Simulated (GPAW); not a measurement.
## Run report: BOF2, calculation of the molecule and its ions

The run: calculation of the molecule and its ions of BOF2, multiplicity 2, SMILES [O]B(F)F. Method and program: PBE/real-space grid, UKS, scalar-relativistic datasets (GPAW 26.7.0).

The geometry comes from this level: GFN2-xTB.

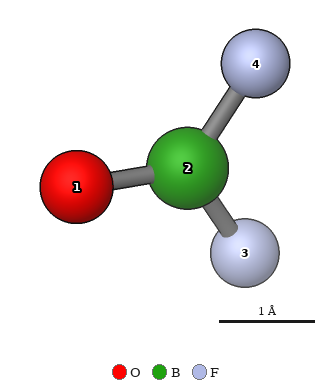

The structure (ball-and-stick view, seen at a tilt; atoms are numbered from 1 in the order of the input). Bond lengths as drawn: B–F 1.33 to 1.34 Å and B–O 1.28 Å.

## Input (ipea.py)
```python
import numpy as np
from ase import Atoms
from ase.units import Bohr
from gpaw import GPAW

# Geometry
positions_bohr = np.array(
              [[  0.951156,   0.444388,   2.273378],
               [  0.028610,   0.019691,   0.070430],
               [ -0.530805,  -2.308017,  -0.738788],
               [ -0.448980,   1.843938,  -1.605020]])
mol = Atoms(['O', 'B', 'F', 'F'], positions=positions_bohr * Bohr)
mol.center(vacuum=4.5)

energies = {}
for name, charge, unpaired in [('neutral', 0, 1), ('oxidised', 1, 0)]:
    mol.set_initial_magnetic_moments([unpaired / len(mol)] * len(mol))
    calc = GPAW(mode='fd',
                h=0.25,
                xc='PBE',
                charge=charge,
                occupations={'name': 'fermi-dirac', 'width': 0.01, 'fixmagmom': unpaired > 0},
                maxiter=100,
                symmetry='off',
                txt='-')
    mol.calc = calc
    energies[name] = mol.get_potential_energy()
    print(f'{name:10} {energies[name]:12.5f} eV')

ip = energies['oxidised'] - energies['neutral']
print(f'Vertical IP = {ip:.3f} eV')
```

Launch command:
```bash
python3 -u ipea.py | tee ipea.out
```

## Log
```
__  _  _
 | _ |_)|_||  |
 |__||  | ||/\| - 26.7.0

units:  Angstrom and eV
cores:  1
OpenMP: False

Versions:
  Python: 3.12.14
  ASE:    3.29.0
  Numpy:  2.5.5
  Scipy:  1.18.1
  Libxc:  7.0.0

        _gpaw.cpython-312-aarch64-linux-gnu.so

Input parameters:
  mode=FD(),
  charge=0.0,
  h=0.25,
  maxiter=100,
  occupations=Occupations(name='fermi-dirac', width=0.01, fixmagmom=True),
  symmetry=Symmetry(point_group=False, time_reversal=False),
  xc=XC(name='PBE')

Diagonalizing LCAO Hamiltonian
Converting LCAO to fd mode
        .-----------------------.
       /|                       |
      / |                       |
     /  |                       |
    /   |                       |
   /    |                       |
  /     |                       |
 *      |                       |
 |      |                       |
 |      |         O             |
 |      |                       |
 |      |       B               |
 |      |      F                |
 |      |                       |
 |      .-----------------------.
 |     /                       /
 |    /                       /
 |   /                       /
 |  /                       /
 | /                       /
 |/                       /
 *-----------------------*

Atoms  # Å, Bohr magnetons
|   | symbol |        x |        y |        z |    initial magnetic moments |
|---|--------|----------|----------|----------|-----------------------------|
| 0 |      O | 5.284220 | 5.956510 | 6.552360 | ( 0.0000,  0.0000,  0.2500) |
| 1 |      B | 4.796030 | 5.731770 | 5.386610 | ( 0.0000,  0.0000,  0.2500) |
| 2 |      F | 4.500000 | 4.500000 | 4.958390 | ( 0.0000,  0.0000,  0.2500) |
| 3 |      F | 4.543300 | 6.697120 | 4.500000 | ( 0.0000,  0.0000,  0.2500) |

Unit cell  # Å
| periodic |        x |         y |         z |   lengths |    angles |
|----------|----------|-----------|-----------|-----------|-----------|
|       no | 9.784220 |  0.000000 |  0.000000 |  9.784220 | 90.000000 |
|       no | 0.000000 | 11.197120 |  0.000000 | 11.197120 | 90.000000 |
|       no | 0.000000 |  0.000000 | 11.052360 | 11.052360 | 90.000000 |

Number of symmetries: 1
Symmetry operations  # r_c * U_cc + t_c -> r_c
|   | kind |            matrix            |
|---|------|------------------------------|
| 0 |  E   |  1, 0, 0,  0, 1, 0,  0, 0, 1 |

BZ-sampling:
  Number of BZ points: 1
  Number of IBZ points: 1

  Monkhorst-Pack size: [1, 1, 1]
  Monkhorst-Pack shift: [0, 0, 0]

K-points  # in reciprocal-cell coordinates
|   |                                coordinates |     weight |
|---|--------------------------------------------|------------|
| 0 | (  0.00000000,   0.00000000,   0.00000000) | 1.00000000 |

Uniform wave function grid shape: (np.int64(39), np.int64(43), np.int64(43))
Spin-components: 2 (collinear spins)
Bands:           16
Projectors:      20
Spin-degeneracy: 1
Datatype:        float64

  Storage: CPU
  Wave functions: 18_460_416 bytes (18_460_416 per core)

Parallelization:
  kpt:    1
  domain: 1
  band:   1

Density:
  Valence electrons: 23.0
  Components: 2
  Grid points: [40 44 44]
  Charge: 0.0  # |e|

Potential:
  Grid points: [40 44 44]

species:
  O:
    name:    Oxygen
    Z:       8.0
    valence: 6
    core:    2
    charge:  0.0  # [|e|]
    file:    O.PBE.gz
    compensation charges:
      type: gauss
      rc: 0.21  # [Å]
      lmax: 2
    cutoffs:
      filter: 1.17  # [Å]
      core: 0.83  # [Å]
    projectors
    | kind |    occ | energy [eV] | rcut [Å] |
    |------|--------|-------------|----------|
    |   2s |  2.000 |     -23.961 |    0.688 |
    |   2p |  4.000 |      -9.029 |    0.598 |
    |    s |        |       3.251 |    0.688 |
    |    p |        |      18.182 |    0.598 |
    |    d |        |       0.000 |    0.619 |

    Using partial waves for O as LCAO basis

  B:
    name:    Boron
    Z:       5.0
    valence: 3
    core:    2
    charge:  0.0  # [|e|]
    file:    B.PBE.gz
    compensation charges:
      type: gauss
      rc: 0.20  # [Å]
      lmax: 2
    cutoffs:
      filter: 1.14  # [Å]
      core: 1.38  # [Å]
    projectors
    | kind |    occ | energy [eV] | rcut [Å] |
    |------|--------|-------------|----------|
    |   2s |  2.000 |      -9.443 |    0.635 |
    |   2p |  1.000 |      -3.606 |    0.635 |
    |    s |        |      17.768 |    0.635 |
    |    p |        |      23.605 |    0.635 |
    |    d |        |       0.000 |    0.635 |

    Using partial waves for B as LCAO basis

  F:
    name:    Fluorine
    Z:       9.0
    valence: 7
    core:    2
    charge:  0.0  # [|e|]
    file:    F.PBE.gz
    compensation charges:
      type: gauss
      rc: 0.20  # [Å]
      lmax: 2
    cutoffs:
      filter: 1.14  # [Å]
      core: 0.74  # [Å]
    projectors
    | kind |    occ | energy [eV] | rcut [Å] |
    |------|--------|-------------|----------|
    |   2s |  2.000 |     -29.898 |    0.635 |
    |   2p |  5.000 |     -11.110 |    0.635 |
    |    s |        |      -2.687 |    0.635 |
    |    p |        |      16.102 |    0.635 |
    |    d |        |       0.000 |    0.635 |

    Using partial waves for F as LCAO basis

Reference energy: -8138.503439  # eV

eigensolver:
  PPCG
  Converge bands: occupied
  niter=2

density mixing:
  MSR1-Mixer
  Pratt-step length: 0.05
  Maximum mixing coefficient: 0.75
  Old densities: 10
  SVD Regularization: 0.005
  Good broyden scale: 1.0
  Trust region scale: 1.0
  Backstep threshold: 4.0
  History deletion threshold: 6.0
  Fourier metric: weight=20.0, sigma=0.015

occupation numbers:
  Fixed magnetic moment: 1.000
  Fermi-Dirac:
    width: 0.0100  # eV

FastPoissonSolver using
    Stencil: 6*3+1=19 point O(h^6) finite-difference Laplacian
    FFT axes: []
    FST axes: [np.int64(0), np.int64(1), np.int64(2)]

xc functional:
  name: PBE with 2 nearest neighbor stencil
interpolation: tri-quintic # 5. degree polynomial

Initialization done in: 0.859 s

convergence criteria:
- Maximum [total energy] change in last 3 cyles: 0.0005 eV / valence electron
- Maximum integral of absolute [dens]ity change: 0.0001 electrons / valence electron
- Maximum integral of absolute [eigenst]ate change: 4e-08 eV^2 / valence electron
maximum number of iterations: 100

SCF iterations
|iter     |     time |      energy | eigst |  dens |  magmom |
|---------|----------|-------------|-------|-------|---------|
|iter:   1| 00:00:02 |  -25.049337 | +1.03 |       |  +0.9960|
|iter:   2| 00:00:02 |  -24.980683 | -0.08 | -0.80 |  +0.9962|
|iter:   3| 00:00:03 |  -24.281276 | +0.09 | -0.83 |  +0.9985|
|iter:   4| 00:00:04 |  -24.353459 | -0.72 | -1.30 |  +0.9994|
|iter:   5| 00:00:05 |  -24.348211 | -1.31 | -1.52 |  +0.9997|
|iter:   6| 00:00:06 |  -24.358631c| -2.06 | -1.85 |  +1.0000|
|iter:   7| 00:00:07 |  -24.359393c| -2.64 | -2.36 |  +1.0000|
|iter:   8| 00:00:07 |  -24.359628c| -3.22 | -2.61 |  +1.0000|
|iter:   9| 00:00:08 |  -24.359648c| -3.95 | -3.14 |  +1.0000|
|iter:  10| 00:00:09 |  -24.359658c| -4.63 | -3.45 |  +1.0000|
|iter:  11| 00:00:10 |  -24.359660c| -5.27 | -3.97 |  +1.0000|
|iter:  12| 00:00:11 |  -24.359660c| -5.79 | -4.31c|  +1.0000|
|iter:  13| 00:00:12 |  -24.359660c| -6.44 | -4.80c|  +1.0000|
|iter:  14| 00:00:12 |  -24.359660c| -6.99 | -5.04c|  +1.0000|
|iter:  15| 00:00:13 |  -24.359660c| -7.64c| -5.45c|  +1.0000|

Converged in 15 steps
SCF loop duration: 12.176 s (0.812 s/step)
Energy contributions relative to reference atoms: (reference = -8138.503439)

Energy contributions:
  Kinetic:          40.943868
  Coulomb:         -44.603179
  Zero:              3.143467
  External:          0.000000
  Xc:              -23.843817
  Entropy:          -0.000000
  Spinorbit:         0.000000
  ----------------------------
  Free energy:     -24.359660
  Extrapolated:    -24.359660

dipole moment: (0.006239, 0.004203, 0.014706)  # |e|*Ang

Total magnetic moment: (0.000000, 0.000000, 1.000000)

Local magnetic moments
|        x |        y |         z |
|----------|----------|-----------|
| 0.000000 | 0.000000 |  0.499679 |  # O    0
| 0.000000 | 0.000000 | -0.010293 |  # B    1
| 0.000000 | 0.000000 |  0.058255 |  # F    2
| 0.000000 | 0.000000 |  0.053342 |  # F    3

Fermi levels: -5.926, -9.026
Eigenvalues  # (at kpt = [0.000, 0.000, 0.000])
| band index |      eig [eV] | occ [0-1] |      eig [eV] | occ [0-1] |
|------------|---------------|-----------|---------------|-----------|
|          0 |       -31.527 |     1.000 |       -31.406 |     1.000 |
|        ... |               |           |               |           |
|          4 |       -14.035 |     1.000 |       -13.659 |     1.000 |
|          5 |       -12.817 |     1.000 |       -12.495 |     1.000 |
|          6 |       -12.558 |     1.000 |       -12.377 |     1.000 |
|          7 |       -11.107 |     1.000 |       -10.781 |     1.000 |
|          8 |       -10.999 |     1.000 |       -10.601 |     1.000 |
|          9 |       -10.821 |     1.000 |       -10.406 |     1.000 |
|         10 |       -10.137 |     1.000 |        -9.343 |     1.000 |
|         11 |        -9.858 |     1.000 |        -7.994 |     0.000 |
|         12 |        -0.574 |     0.000 |        -0.524 |     0.000 |
|         13 |         0.048 |     0.000 |         0.103 |     0.000 |
|         14 |         0.954 |     0.000 |         1.037 |     0.000 |
|         15 |         1.042 |     0.000 |         1.091 |     0.000 |

Gap: 7.420 eV
Transition (v -> c):
  (s=1, k=0, n=11, [0.00, 0.00, 0.00]) -> (s=0, k=0, n=12, [0.00, 0.00, 0.00])
No difference between direct/indirect transitions
vacuum-level: 0.000  # V
neutral       -24.35966 eV
  __  _  _
 | _ |_)|_||  |
 |__||  | ||/\| - 26.7.0

units:  Angstrom and eV
cores:  1
OpenMP: False

Versions:
  Python: 3.12.14
  ASE:    3.29.0
  Numpy:  2.5.5
  Scipy:  1.18.1
  Libxc:  7.0.0

        _gpaw.cpython-312-aarch64-linux-gnu.so

Input parameters:
  mode=FD(),
  charge=1,
  h=0.25,
  maxiter=100,
  occupations=Occupations(name='fermi-dirac', width=0.01, fixmagmom=False),
  symmetry=Symmetry(point_group=False, time_reversal=False),
  xc=XC(name='PBE')

Diagonalizing LCAO Hamiltonian
Converting LCAO to fd mode
        .-----------------------.
       /|                       |
      / |                       |
     /  |                       |
    /   |                       |
   /    |                       |
  /     |                       |
 *      |                       |
 |      |                       |
 |      |         O             |
 |      |                       |
 |      |       B               |
 |      |      F                |
 |      |                       |
 |      .-----------------------.
 |     /                       /
 |    /                       /
 |   /                       /
 |  /                       /
 | /                       /
 |/                       /
 *-----------------------*

Atoms  # Å, Bohr magnetons
|   | symbol |        x |        y |        z |    initial magnetic moments |
|---|--------|----------|----------|----------|-----------------------------|
| 0 |      O | 5.284220 | 5.956510 | 6.552360 | ( 0.0000,  0.0000,  0.0000) |
| 1 |      B | 4.796030 | 5.731770 | 5.386610 | ( 0.0000,  0.0000,  0.0000) |
| 2 |      F | 4.500000 | 4.500000 | 4.958390 | ( 0.0000,  0.0000,  0.0000) |
| 3 |      F | 4.543300 | 6.697120 | 4.500000 | ( 0.0000,  0.0000,  0.0000) |

Unit cell  # Å
| periodic |        x |         y |         z |   lengths |    angles |
|----------|----------|-----------|-----------|-----------|-----------|
|       no | 9.784220 |  0.000000 |  0.000000 |  9.784220 | 90.000000 |
|       no | 0.000000 | 11.197120 |  0.000000 | 11.197120 | 90.000000 |
|       no | 0.000000 |  0.000000 | 11.052360 | 11.052360 | 90.000000 |

Number of symmetries: 1
Symmetry operations  # r_c * U_cc + t_c -> r_c
|   | kind |            matrix            |
|---|------|------------------------------|
| 0 |  E   |  1, 0, 0,  0, 1, 0,  0, 0, 1 |

BZ-sampling:
  Number of BZ points: 1
  Number of IBZ points: 1

  Monkhorst-Pack size: [1, 1, 1]
  Monkhorst-Pack shift: [0, 0, 0]

K-points  # in reciprocal-cell coordinates
|   |                                coordinates |     weight |
|---|--------------------------------------------|------------|
| 0 | (  0.00000000,   0.00000000,   0.00000000) | 1.00000000 |

Uniform wave function grid shape: (np.int64(39), np.int64(43), np.int64(43))
Spin-components: 1 (collinear spins)
Bands:           16
Projectors:      20
Spin-degeneracy: 2
Datatype:        float64

  Storage: CPU
  Wave functions: 9_230_208 bytes (9_230_208 per core)

Parallelization:
  kpt:    1
  domain: 1
  band:   1

Density:
  Valence electrons: 23.0
  Components: 1
  Grid points: [40 44 44]
  Charge: 1.0  # |e|

Potential:
  Grid points: [40 44 44]

species:
  O:
    name:    Oxygen
    Z:       8.0
    valence: 6
    core:    2
    charge:  0.0  # [|e|]
    file:    O.PBE.gz
    compensation charges:
      type: gauss
      rc: 0.21  # [Å]
      lmax: 2
    cutoffs:
      filter: 1.17  # [Å]
      core: 0.83  # [Å]
    projectors
    | kind |    occ | energy [eV] | rcut [Å] |
    |------|--------|-------------|----------|
    |   2s |  2.000 |     -23.961 |    0.688 |
    |   2p |  4.000 |      -9.029 |    0.598 |
    |    s |        |       3.251 |    0.688 |
    |    p |        |      18.182 |    0.598 |
    |    d |        |       0.000 |    0.619 |

    Using partial waves for O as LCAO basis

  B:
    name:    Boron
    Z:       5.0
    valence: 3
    core:    2
    charge:  0.0  # [|e|]
    file:    B.PBE.gz
    compensation charges:
      type: gauss
      rc: 0.20  # [Å]
      lmax: 2
    cutoffs:
      filter: 1.14  # [Å]
      core: 1.38  # [Å]
    projectors
    | kind |    occ | energy [eV] | rcut [Å] |
    |------|--------|-------------|----------|
    |   2s |  2.000 |      -9.443 |    0.635 |
    |   2p |  1.000 |      -3.606 |    0.635 |
    |    s |        |      17.768 |    0.635 |
    |    p |        |      23.605 |    0.635 |
    |    d |        |       0.000 |    0.635 |

    Using partial waves for B as LCAO basis

  F:
    name:    Fluorine
    Z:       9.0
    valence: 7
    core:    2
    charge:  0.0  # [|e|]
    file:    F.PBE.gz
    compensation charges:
      type: gauss
      rc: 0.20  # [Å]
      lmax: 2
    cutoffs:
      filter: 1.14  # [Å]
      core: 0.74  # [Å]
    projectors
    | kind |    occ | energy [eV] | rcut [Å] |
    |------|--------|-------------|----------|
    |   2s |  2.000 |     -29.898 |    0.635 |
    |   2p |  5.000 |     -11.110 |    0.635 |
    |    s |        |      -2.687 |    0.635 |
    |    p |        |      16.102 |    0.635 |
    |    d |        |       0.000 |    0.635 |

    Using partial waves for F as LCAO basis

Reference energy: -8138.503439  # eV

eigensolver:
  PPCG
  Converge bands: occupied
  niter=2

density mixing:
  MSR1-Mixer
  Pratt-step length: 0.05
  Maximum mixing coefficient: 0.75
  Old densities: 10
  SVD Regularization: 0.005
  Good broyden scale: 1.0
  Trust region scale: 1.0
  Backstep threshold: 4.0
  History deletion threshold: 6.0
  Fourier metric: weight=20.0, sigma=0.015

occupation numbers:
  Fermi-Dirac:
    width: 0.0100  # eV

FastPoissonSolver using
    Stencil: 6*3+1=19 point O(h^6) finite-difference Laplacian
    FFT axes: []
    FST axes: [np.int64(0), np.int64(1), np.int64(2)]

xc functional:
  name: PBE with 2 nearest neighbor stencil
interpolation: tri-quintic # 5. degree polynomial

Initialization done in: 0.734 s

convergence criteria:
- Maximum [total energy] change in last 3 cyles: 0.0005 eV / valence electron
- Maximum integral of absolute [dens]ity change: 0.0001 electrons / valence electron
- Maximum integral of absolute [eigenst]ate change: 4e-08 eV^2 / valence electron
maximum number of iterations: 100

SCF iterations
|iter     |     time |      energy | eigst |  dens |
|---------|----------|-------------|-------|-------|
|iter:   1| 00:00:14 |  -13.608706 | +1.10 |       |
|iter:   2| 00:00:15 |  -12.866189 | +0.06 | -0.74 |
|iter:   3| 00:00:15 |  -10.134137 | +0.01 | -0.80 |
|iter:   4| 00:00:15 |   -9.842121 | -0.38 | -1.15 |
|iter:   5| 00:00:16 |   -9.935513 | -1.16 | -1.31 |
|iter:   6| 00:00:16 |   -9.748704 | -2.04 | -1.00 |
|iter:   7| 00:00:17 |   -9.807969 | -2.01 | -1.49 |
|iter:   8| 00:00:17 |   -9.731580 | -2.19 | -1.15 |
|iter:   9| 00:00:18 |   -9.728228 | -2.62 | -1.70 |
|iter:  10| 00:00:18 |   -9.724418c| -3.24 | -1.86 |
|iter:  11| 00:00:18 |   -9.718802c| -3.16 | -2.00 |
|iter:  12| 00:00:19 |   -9.719371c| -4.02 | -2.23 |
|iter:  13| 00:00:19 |   -9.719403c| -4.92 | -2.78 |
|iter:  14| 00:00:20 |   -9.719614c| -5.54 | -3.01 |
|iter:  15| 00:00:20 |   -9.719598c| -6.20 | -3.59 |
|iter:  16| 00:00:21 |   -9.719567c| -6.89 | -3.98 |
|iter:  17| 00:00:21 |   -9.719567c| -7.44c| -4.75c|

Converged in 17 steps
SCF loop duration: 6.941 s (0.408 s/step)
Energy contributions relative to reference atoms: (reference = -8138.503439)

Energy contributions:
  Kinetic:          26.168016
  Coulomb:         -28.015912
  Zero:              2.930308
  External:          0.000000
  Xc:              -10.794472
  Entropy:          -0.015015
  Spinorbit:         0.000000
  ----------------------------
  Free energy:      -9.727074
  Extrapolated:     -9.719567

dipole moment: (4.823664, 5.743937, 5.458500)  # |e|*Ang

Fermi level: -18.772
Eigenvalues  # (at kpt = [0.000, 0.000, 0.000])
| band index |      eig [eV] | occ [0-2] |
|------------|---------------|-----------|
|          0 |       -40.520 |     2.000 |
|        ... |               |           |
|          3 |       -23.288 |     2.000 |
|          4 |       -22.702 |     2.000 |
|          5 |       -21.657 |     2.000 |
|          6 |       -21.229 |     2.000 |
|          7 |       -19.920 |     2.000 |
|          8 |       -19.625 |     2.000 |
|          9 |       -19.549 |     2.000 |
|         10 |       -18.791 |     1.751 |
|         11 |       -18.752 |     0.249 |
|         12 |        -8.210 |     0.000 |
|         13 |        -6.719 |     0.000 |
|         14 |        -3.781 |     0.000 |
|         15 |        -3.583 |     0.000 |

Gap: 0.039 eV
Transition (v -> c):
  (s=0, k=0, n=10, [0.00, 0.00, 0.00]) -> (s=0, k=0, n=11, [0.00, 0.00, 0.00])
No difference between direct/indirect transitions
vacuum-level: 0.000  # V
oxidised       -9.71957 eV
Vertical IP = 14.640 eV
```

## Summary

```json
{"quantity": "outcome", "value": "converged"}
{"quantity": "ionisation energy", "value": "14.64 eV"}
{"quantity": "hardware", "value": "1 thread of Arm Neoverse V1, 112 GiB of memory available, shared host"}
{"quantity": "wall time", "value": "21 s"}
{"quantity": "peak memory", "value": "0.41 GiB"}
```

## Remarks

On so coarse a grid the energy depends on the position of the molecule, which gives spurious forces.
